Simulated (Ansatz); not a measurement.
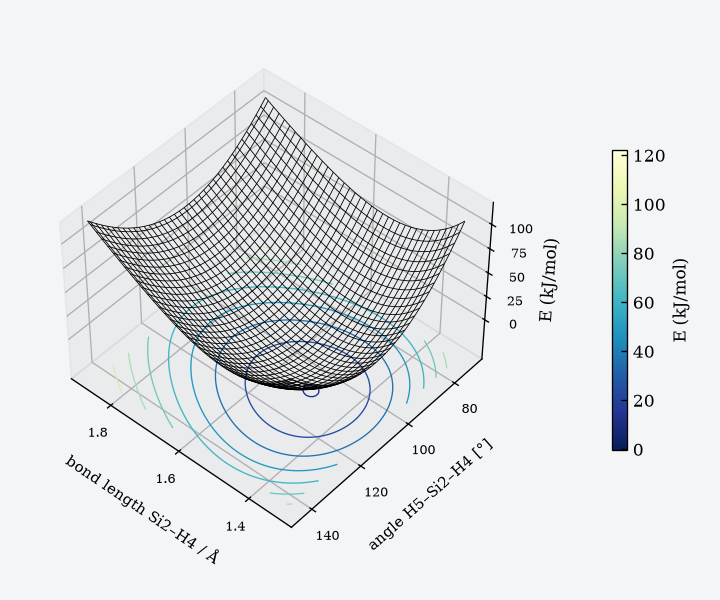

Energy landscape of BH₄Si, SMILES [BH][SiH3], spin multiplicity 2. 
- Coordinates scanned: (1) bond length Si2–H4; (2) angle H5–Si2–H4.
- Nothing is relaxed (all other coordinates rigid).
- The scan uses a 15 × 15 grid.
- All energies are given in kJ/mol relative to the lowest grid point.
- Method: UKS PBE-D4/def2-TZVP (Ansatz 0.2.0).

The picture shows a relief with its contours projected below, any walls above the top of the colour scale cut off. Between grid points the surface is interpolated. 

> Describe this landscape.

The lowest grid point is at bond length Si2–H4 = 1.521 Å, angle H5–Si2–H4 = 108.1°. It is the only kind of minimum in the scanned range. The highest grid point, bond length Si2–H4 = 1.878 Å, angle H5–Si2–H4 = 143.1°, lies 122 kJ/mol above the lowest. Round the minimum the two coordinates are nearly uncoupled.

Time for the 225 points that were run: 14 min on 1 thread of Arm Neoverse V1, on a shared host.
